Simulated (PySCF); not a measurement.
SiCl: frequency calculation

SiCl, multiplicity 2, computed with UKS-based PBE0, Si def2-TZVP, Cl def2-TZVP; non-relativistic Hamiltonian; density fitting (PySCF 2.14.0).

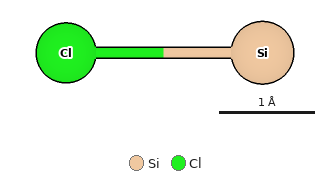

*The structure as given in the input (ball-and-stick view, seen on its broad side).*

Results in brief

| quantity | value |
| --- | --- |
| outcome | converged |
| total energy | −749.410455 hartree |
| ⟨S²⟩ | 0.758 |
| zero-point energy | 0.001219 hartree |
| dipole moment | 0.78 D |
| wavenumbers, lowest and highest | 535 cm⁻¹ |
| hardware | 1 thread of Intel Xeon (Granite Rapids), 192 GiB of memory available, shared host |
| wall time | 11 s |
| peak memory | 0.58 GiB |

Notes

Checks after the run noted: the SCF density has lower symmetry than the nuclear frame.

The input
```python
from pyscf import gto, scf, dft
mol = gto.M(atom='''
Si     0.000000     0.000000    -1.148394
Cl     0.000000    -0.000000     0.918775''',
    basis={'Si': 'def2-TZVP', 'Cl': 'def2-TZVP'},
    charge=0, spin=1)
mf = dft.UKS(mol, xc='PBE0')
mf.grids.atom_grid = (75, 302)
aux = {'Si': 'def2-universal-JKFIT', 'Cl': 'def2-universal-JKFIT'}
mf = mf.density_fit(auxbasis=aux)
mf.conv_tol = 1e-09
mf.diis_space = 10
mf.max_cycle = 60
mf.verbose = 4
mf.kernel()
```

The script is an equivalent of the set-up of the self-consistent field. The run itself was carried out by a driver, which started from the orbitals of the step before it where there was one and computed the further properties.

Command:
```bash
OMP_NUM_THREADS=1 python axn.py task.json out
```

What the program printed
```
init E= -749.410454535314
  alpha nocc = 16  HOMO = -0.190760050382515  LUMO = -0.0650097300595078
  beta  nocc = 15  HOMO = -0.32307307474154  LUMO = -0.100924982774234
  HOMO = -0.190760050383  LUMO = -0.100924982774  gap/eV = 2.44454
cycle= 1 E= -749.410454535314  delta_E= -1.14e-13  |g|= 3.75e-07  |ddm|= 1.28e-06
  alpha nocc = 16  HOMO = -0.190759962480218  LUMO = -0.0650096455850253
  beta  nocc = 15  HOMO = -0.323073010545752  LUMO = -0.10092489558744
  HOMO = -0.19075996248  LUMO = -0.100924895587  gap/eV = 2.44454
Extra cycle  E= -749.410454535313  delta_E= 1.02e-12  |g|= 4.52e-07  |ddm|= 1.33e-06
converged SCF energy = -749.410454535313  <S^2> = 0.75766597  2S+1 = 2.0076513
```

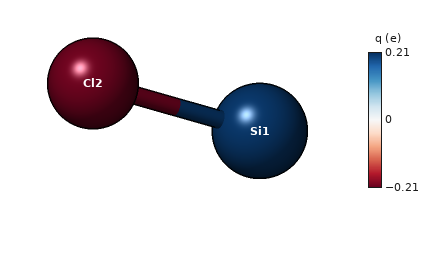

*Mulliken charges, as the colour of each atom (ball-and-stick view, seen at a tilt; atoms are numbered from 1 in the order of the input).*

By element: Si +0.20 and Cl −0.20 e.
